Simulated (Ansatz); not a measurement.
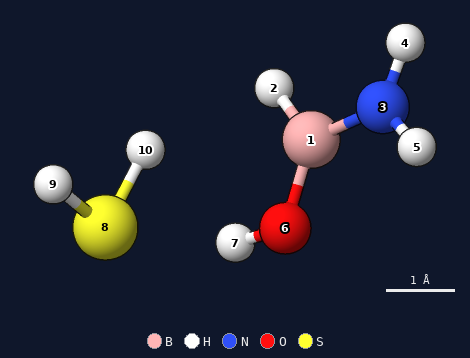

Figure 1. The starting structure (ball-and-stick view, seen at a tilt; atoms are numbered from 1 in the order of the input). Bond lengths as drawn: B–H 1.21 Å, B–N 1.41 Å, B–O 1.37 Å, H–N 1.01 Å, H–O 0.97 Å and H–S 1.35 Å.

Run report: BNH6SO, nudged elastic band (part 1 of 2)

- system: BNH6SO
- method: RKS B3LYP-D4/6-31G* (Ansatz 0.2.0)

It belongs to a series of runs on one base structure; here: band between the two ends. Figures and captions count atoms from 1; the log counts them from 0 in places.

## What the program printed
```
Engine: ansatz 0.2.0, aarch64-unknown-linux-gnu
Functional definition: B3LYP
  parameter a0 = 0.2
  parameter ax = 0.72
  parameter ac = 0.81
  exchange = (1 - a0 - ax)*slater_x + ax*b88_x + a0*exact_x
  correlation = (1 - ac)*vwn_rpa_c + ac*lyp_c
841 factors; integrals over basis functions are off by at most 4.7e-4 eV
mean field evaluation 1: about -15140.9924 eV, gradient 6.5e1 eV
mean field evaluation 2: about -15133.0185 eV, gradient 9.1e1 eV
mean field evaluation 4: about -15148.7607 eV, gradient 3.1e0 eV
mean field evaluation 8: about -15148.7929 eV, gradient 2.9e-2 eV
mean field -15148.79289800 eV, -556.7078707808 hartree, gradient 6.1e-5 eV, S^2 0.000000; 0 other end points of the search recorded, 0 dependent functions left out
the calculation of the forces begins
reference -15148.79313663 eV, -556.7078795502 hartree; 21, 21 occupied and 55, 55 virtual orbitals, 841 factors
841 factors; integrals over basis functions are off by at most 9.0e-4 eV
mean field evaluation 16: about -15134.3047 eV, gradient 8.7e1 eV
mean field -15148.86726509 eV, -556.7106037211 hartree, gradient 1.4e-5 eV, S^2 0.000000; 0 other end points of the search recorded, 0 dependent functions left out
[... from here on the field's lines of each further geometry are left out, up to the last ...]
NEB iter   1: max|band force component| = 1.032e2 eV/Å  barrier→ = 30.3841 eV  barrier← = 30.5179 eV  Δτ_max = 0.2000 Å  (282 SCF iters)
NEB iter   2: max|band force component| = 2.595e1 eV/Å  barrier→ = 10.5504 eV  barrier← = 10.6843 eV  Δτ_max = 0.2000 Å  (289 SCF iters)
NEB iter   3: max|band force component| = 1.289e1 eV/Å  barrier→ = 5.6807 eV  barrier← = 5.8145 eV  Δτ_max = 0.2000 Å  (268 SCF iters)
NEB iter   4: max|band force component| = 5.790e0 eV/Å  barrier→ = 3.1218 eV  barrier← = 3.2556 eV  Δτ_max = 0.2000 Å  (268 SCF iters)
NEB iter   5: max|band force component| = 7.402e0 eV/Å  barrier→ = 2.9588 eV  barrier← = 3.0926 eV  Δτ_max = 0.1028 Å  (268 SCF iters)
NEB iter   6: max|band force component| = 2.994e0 eV/Å  barrier→ = 2.7614 eV  barrier← = 2.8952 eV  Δτ_max = 0.2000 Å  (253 SCF iters)
NEB iter   7: max|band force component| = 1.663e0 eV/Å  barrier→ = 2.4021 eV  barrier← = 2.5359 eV  Δτ_max = 0.2000 Å  (251 SCF iters)
NEB iter   8: max|band force component| = 1.218e0 eV/Å  barrier→ = 2.2864 eV  barrier← = 2.4202 eV  Δτ_max = 0.2000 Å  (250 SCF iters)
NEB iter   9: max|band force component| = 1.460e0 eV/Å  barrier→ = 2.1948 eV  barrier← = 2.3286 eV  Δτ_max = 0.1004 Å  (262 SCF iters)
NEB iter  10: max|band force component| = 1.339e0 eV/Å  barrier→ = 2.1636 eV  barrier← = 2.2974 eV  Δτ_max = 0.0997 Å  (251 SCF iters)
NEB iter  11: max|band force component| = 1.163e0 eV/Å  barrier→ = 2.1435 eV  barrier← = 2.2773 eV  Δτ_max = 0.1975 Å  (253 SCF iters)
NEB iter  12: max|band force component| = 1.046e0 eV/Å  barrier→ = 2.1386 eV  barrier← = 2.2724 eV  Δτ_max = 0.2000 Å  (251 SCF iters)
NEB iter  13: max|band force component| = 1.369e0 eV/Å  barrier→ = 2.1262 eV  barrier← = 2.2600 eV  Δτ_max = 0.1004 Å  (252 SCF iters)
NEB iter  14: max|band force component| = 6.381e-1 eV/Å  barrier→ = 2.1466 eV  barrier← = 2.2805 eV  Δτ_max = 0.2000 Å  (254 SCF iters)
NEB iter  15: max|band force component| = 4.076e-1 eV/Å  barrier→ = 2.1547 eV  barrier← = 2.2885 eV  CI = image 6  Δτ_max = 0.1925 Å  (252 SCF iters)
NEB iter  16: max|band force component| = 2.655e-1 eV/Å  barrier→ = 2.1703 eV  barrier← = 2.3041 eV  CI = image 6  Δτ_max = 0.1244 Å  (250 SCF iters)
NEB iter  17: max|band force component| = 1.777e-1 eV/Å  barrier→ = 2.1690 eV  barrier← = 2.3028 eV  CI = image 6  Δτ_max = 0.1344 Å  (258 SCF iters)
NEB iter  18: max|band force component| = 1.398e-1 eV/Å  barrier→ = 2.1682 eV  barrier← = 2.3020 eV  CI = image 6  Δτ_max = 0.1281 Å  (238 SCF iters)
NEB iter  19: max|band force component| = 1.015e-1 eV/Å  barrier→ = 2.1675 eV  barrier← = 2.3013 eV  CI = image 6  Δτ_max = 0.1427 Å  (250 SCF iters)
NEB iter  20: max|band force component| = 1.371e-1 eV/Å  barrier→ = 2.1670 eV  barrier← = 2.3009 eV  CI = image 6  Δτ_max = 0.0709 Å  (246 SCF iters)
NEB iter  21: max|band force component| = 1.467e-1 eV/Å  barrier→ = 2.1664 eV  barrier← = 2.3002 eV  CI = image 6  Δτ_max = 0.0353 Å  (245 SCF iters)
NEB iter  22: max|band force component| = 8.317e-2 eV/Å  barrier→ = 2.1658 eV  barrier← = 2.2996 eV  CI = image 6  Δτ_max = 0.0353 Å  (253 SCF iters)
NEB iter  23: max|band force component| = 5.419e-2 eV/Å  barrier→ = 2.1652 eV  barrier← = 2.2990 eV  CI = image 6  Δτ_max = 0.0353 Å  (254 SCF iters)
the calculation of the forces begins
reference -15148.53691929 eV, -556.6984637366 hartree; 21, 21 occupied and 55, 55 virtual orbitals, 841 factors
841 factors; integrals over basis functions are off by at most 7.5e-4 eV
mean field evaluation 1760: about -15138.3481 eV, gradient 6.7e1 eV
mean field -15146.53832847 eV, -556.6250168788 hartree, gradient 6.9e-6 eV, S^2 0.000000; 1 other end points of the search recorded, 0 dependent functions left out
the calculation of the forces begins
reference -15146.53854925 eV, -556.6250249923 hartree; 21, 21 occupied and 55, 55 virtual orbitals, 841 factors
NEB iter  24: max|band force component| = 4.689e-2 eV/Å  barrier→ = 2.1645 eV  barrier← = 2.2983 eV  CI = image 6  Δτ_max = 0.0000 Å  (482 SCF iters)
```

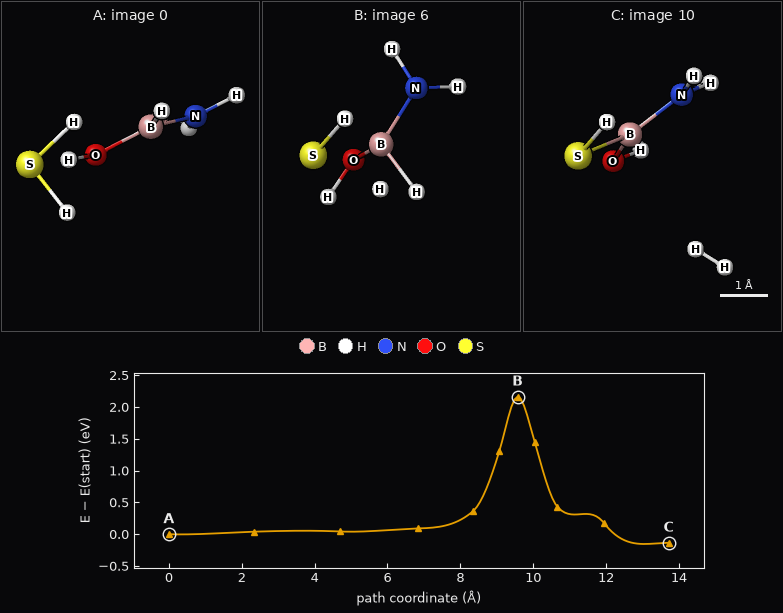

Figure 2. Images of the last band (counted from 0; ball-and-stick, seen at an oblique angle) above the energy along the path; the line is a cubic interpolation that uses the forces. The highest image is number 6, 2.165 eV above the start and 2.298 eV above the end (the climbing image); the end lies 0.134 eV below the start. The path is 13.71 Å long. The band converged in 24 iterations.

```
Total energy: -15146.83252221 eV, -556.6358282995 hartree
Atom 0 at     0.023945     0.217882     0.020779 Å, force     0.006173    -0.000886    -0.001539 eV/Å
Atom 1 at    -0.286481    -0.447424     1.162747 Å, force     0.001883    -0.002341     0.004496 eV/Å
Atom 2 at     1.375374    -0.183559    -0.325135 Å, force    -0.012889     0.005305    -0.007427 eV/Å
Atom 3 at     1.471791    -1.179173    -0.506397 Å, force     0.007980     0.002877     0.006237 eV/Å
Atom 4 at     1.730759     0.324499    -1.131179 Å, force    -0.001538    -0.007556    -0.001901 eV/Å
Atom 5 at    -1.051077     0.235787    -0.852249 Å, force     0.002308    -0.001447    -0.000703 eV/Å
Atom 6 at    -1.867976     0.609371    -0.492455 Å, force    -0.000638     0.008687    -0.003664 eV/Å
Atom 7 at     0.143362     2.144061     1.076009 Å, force    -0.001875     0.001625     0.002760 eV/Å
Atom 8 at     1.434979     1.981511     1.429718 Å, force    -0.001268     0.000419    -0.002131 eV/Å
Atom 9 at    -0.191476     0.515545     1.434762 Å, force    -0.000136    -0.006684     0.003872 eV/Å
Dipole moment:    -0.026308    -0.274089     0.031379 e Å
this run last wrote the band of iteration 24 to [file]
```

## The last band as extended XYZ (Å, eV, eV/Å)
```
10
Properties=species:S:1:pos:R:3:forces:R:3 image=0 energy=-15148.99681
B     0.6229   -0.1119   -0.3974    0.0053  -0.0114  -0.0088
H     1.2277    0.1289    0.6189   -0.0120  -0.0075  -0.0247
N     1.0682   -1.1629   -1.2203    0.0083   0.0209   0.0189
H     1.8821   -1.7183   -1.0092   -0.0081  -0.0043  -0.0087
H     0.6091   -1.4047   -2.0883    0.0070   0.0038   0.0195
O    -0.4838    0.6061   -0.7656   -0.0129   0.0110   0.0104
H    -0.6933    1.3009   -0.1197    0.0125  -0.0114  -0.0066
S    -0.7373    2.6687    1.9586   -0.0189  -0.0110   0.0091
H    -1.2448    1.6630    2.7030    0.0089   0.0161  -0.0129
H     0.5323    2.2488    2.1366    0.0100  -0.0062   0.0038
10
Properties=species:S:1:pos:R:3:forces:R:3 image=1 energy=-15148.95631
B     0.2653   -0.4264   -0.3408    0.0078  -0.0023  -0.0047
H     0.1276   -0.8914    0.7595    0.0042   0.0040   0.0085
N     1.2496   -0.9562   -1.1925   -0.0081   0.0011   0.0013
H     1.8358   -1.7351   -0.9378    0.0010  -0.0075  -0.0035
H     1.4044   -0.6033   -2.1269    0.0000  -0.0072  -0.0138
O    -0.5042    0.6217   -0.7844    0.0015   0.0021   0.0009
H    -1.1053    0.9349   -0.0932    0.0063   0.0032   0.0023
S    -0.5327    2.7253    1.7835   -0.0125   0.0107  -0.0001
H    -0.6219    2.4284    3.0966   -0.0098  -0.0029   0.0064
H     0.6646    2.1207    1.6525    0.0095  -0.0012   0.0027
10
Properties=species:S:1:pos:R:3:forces:R:3 image=2 energy=-15148.95306
B    -0.1143   -0.5234   -0.4246   -0.0273  -0.0279   0.0220
H    -0.6701   -1.4155    0.1553    0.0008   0.0054   0.0036
N     1.2483   -0.6421   -0.7487    0.0197   0.0533  -0.0348
H     1.7810   -1.4836   -0.5903   -0.0189   0.0180   0.0078
H     1.7328    0.0626   -1.2900    0.0051  -0.0287   0.0151
O    -0.7683    0.6384   -0.7697    0.0079   0.0067  -0.0122
H    -1.6719    0.6562   -0.4296    0.0101  -0.0133  -0.0083
S    -0.1155    2.4712    1.7051    0.0079  -0.0110   0.0153
H     0.4620    2.7843    2.8859    0.0104   0.0040  -0.0194
H     0.8992    1.6705    1.3232   -0.0156  -0.0065   0.0109
10
Properties=species:S:1:pos:R:3:forces:R:3 image=3 energy=-15148.90542
B    -0.2234   -0.3014   -0.4342    0.0167   0.0288  -0.0363
H    -0.8466   -0.9138    0.3903   -0.0145  -0.0114  -0.0079
N     1.1707   -0.4720   -0.5110    0.0011  -0.0138   0.0158
H     1.6689   -1.1714    0.0179   -0.0119   0.0119   0.0036
H     1.7300   -0.0075   -1.2147   -0.0024  -0.0027   0.0162
O    -0.8244    0.5935   -1.2860   -0.0388  -0.0211   0.0342
H    -1.7668    0.6800   -1.0936    0.0157   0.0071  -0.0293
S     0.2067    2.1342    2.4003    0.0045  -0.0020   0.0205
H     1.3244    2.6730    1.8703   -0.0116   0.0220  -0.0094
H     0.3437    1.0040    1.6773    0.0411  -0.0187  -0.0073
10
Properties=species:S:1:pos:R:3:forces:R:3 image=4 energy=-15148.63677
B    -0.1091   -0.1560   -0.2436   -0.0635  -0.1713  -0.1530
H    -0.6268   -0.7049    0.6986   -0.0953  -0.1780  -0.1831
N     1.2797   -0.3339   -0.4239   -0.0753  -0.0719  -0.1510
H     1.6927   -1.2229   -0.1898    0.2232   0.0430   0.2439
H     1.7776    0.1601   -1.1528   -0.0719  -0.1020  -0.1693
O    -0.8253    0.6312   -1.1042    0.0448   0.0865  -0.0262
H    -1.7134    0.8217   -0.7758    0.0015  -0.0245  -0.0256
S     0.1704    2.2456    1.7049    0.0170   0.1515   0.3422
H     1.4397    1.7969    1.6550    0.0331   0.0495  -0.0604
H    -0.3024    0.9808    1.6483   -0.0136   0.2174   0.1823
10
Properties=species:S:1:pos:R:3:forces:R:3 image=5 energy=-15147.68232
B    -0.0584    0.0212   -0.0878   -0.3459  -1.0134  -0.2830
H    -0.5395   -0.5032    0.9163   -0.1616  -0.3436  -0.4687
N     1.3304   -0.2971   -0.2794   -0.0961  -0.0305  -0.2045
H     1.4382   -1.2974   -0.4110    0.3602  -0.0843   0.2319
H     1.8245    0.2020   -1.0111   -0.1456  -0.0492  -0.2358
O    -0.8862    0.5300   -1.0544    0.1669   0.3148  -0.1692
H    -1.7320    0.8638   -0.7228   -0.0108  -0.1858   0.0013
S     0.2061    2.1293    1.3332   -0.1249   0.1120   0.7013
H     1.4593    1.7645    1.6616    0.0584   0.0211   0.0169
H    -0.2592    0.8054    1.4720    0.2995   1.2588   0.4097
10
Properties=species:S:1:pos:R:3:forces:R:3 image=6 energy=-15146.83230
B     0.0239    0.2179    0.0208    0.0062  -0.0009  -0.0015
H    -0.2865   -0.4474    1.1627    0.0019  -0.0023   0.0045
N     1.3754   -0.1836   -0.3251   -0.0129   0.0053  -0.0074
H     1.4718   -1.1792   -0.5064    0.0080   0.0029   0.0062
H     1.7308    0.3245   -1.1312   -0.0015  -0.0076  -0.0019
O    -1.0511    0.2358   -0.8522    0.0023  -0.0014  -0.0007
H    -1.8680    0.6094   -0.4925   -0.0006   0.0087  -0.0037
S     0.1434    2.1441    1.0760   -0.0019   0.0016   0.0028
H     1.4350    1.9815    1.4297   -0.0013   0.0004  -0.0021
H    -0.1915    0.5155    1.4348   -0.0001  -0.0067   0.0039
```
